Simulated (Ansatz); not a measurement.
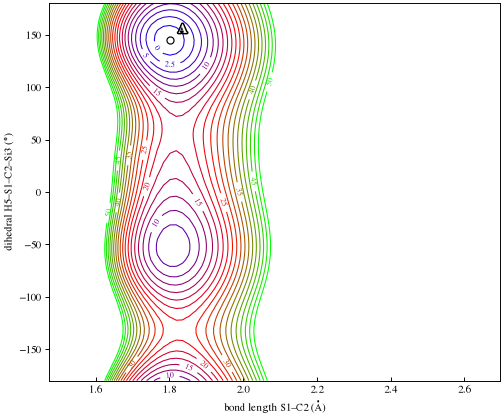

CH₅AsSSi, SMILES SC1[SiH2][AsH]1. Coordinates scanned: (1) bond length S1–C2; (2) dihedral H5–S1–C2–Si3. Nothing is relaxed (all other coordinates rigid). Grid: 15 × 15 points. All energies are given in kJ/mol relative to the lowest grid point. The reference is spin-restricted, which grows unreliable where a bond is stretched far. These are results of RKS PBE-D4/def2-SVP (Ansatz), not measurements.

Drawn: contour lines labelled in kJ/mol (none above 50), the point A. Between grid points the surface is interpolated.

Find the lowest pass out of the well at A.

Answer. The easiest path leads from the well at about bond length S1–C2 = 1.80 Å, dihedral H5–S1–C2–Si3 = 145° to the well at about bond length S1–C2 = 1.80 Å, dihedral H5–S1–C2–Si3 = −55°, about 7.2 kJ/mol higher. Its highest point lies about 20 kJ/mol above the bottom of the first well on the interpolated surface, at about bond length S1–C2 = 1.82 Å, dihedral H5–S1–C2–Si3 = 55°. Seen from the upper well the barrier is about 13 kJ/mol. The start is the relaxed structure and all else is held, so a fully relaxed path at this level can only be lower.

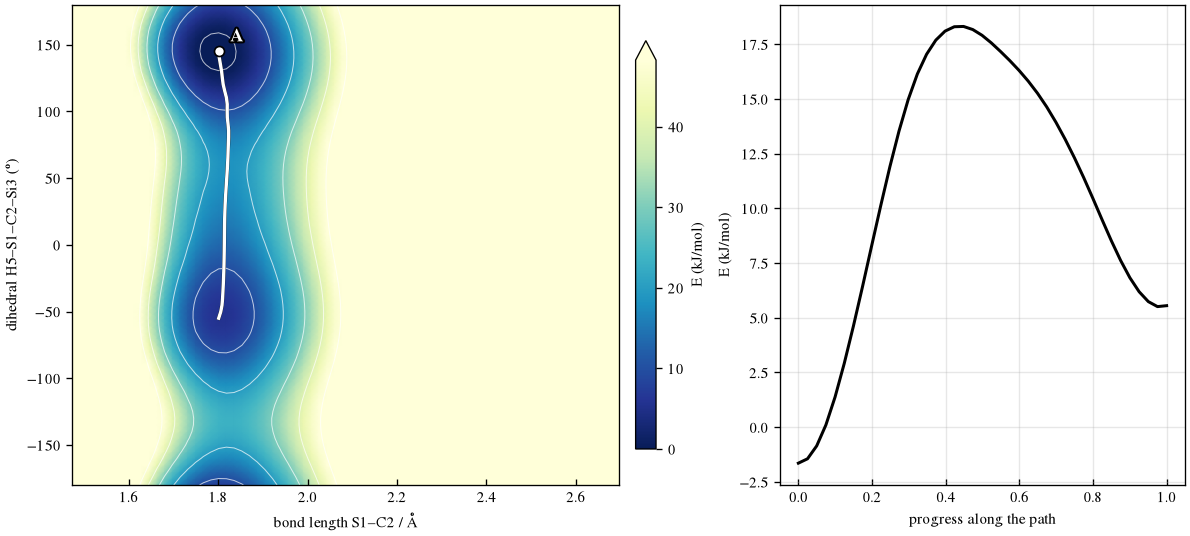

Drawn: a smooth colour map with a few white contour lines, a line along the lowest path, one colour for all values above the top of the scale, the energy along the path at the right. Between grid points the surface is interpolated.
